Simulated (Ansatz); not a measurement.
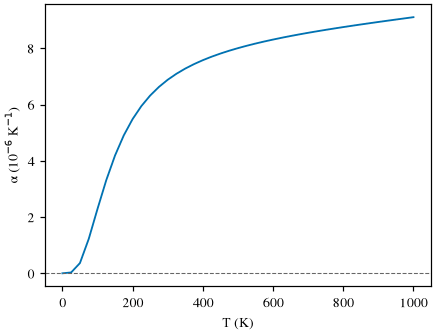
Fig. 1. Linear thermal expansion of CsCl type AlCo from quasi-harmonic approximation, PBEsol in Ansatz (an electronic-structure program)

The cell was generated from a structure type, relaxed within its symmetry, and need not be the phase found at ambient conditions. The run noted for some of its cells that some bands missed the eigensolver's tolerance. The pressure is 15 GPa. The structure is held there; whether it is the stable one at that pressure was not tested.

Q: Read off α at 1000 K, and say whether it is negative anywhere.

A: About 9.1 × 10⁻⁶ K⁻¹. It is not negative in the range shown.

The PAW data sets were generated under PBE and serve the other functionals too.
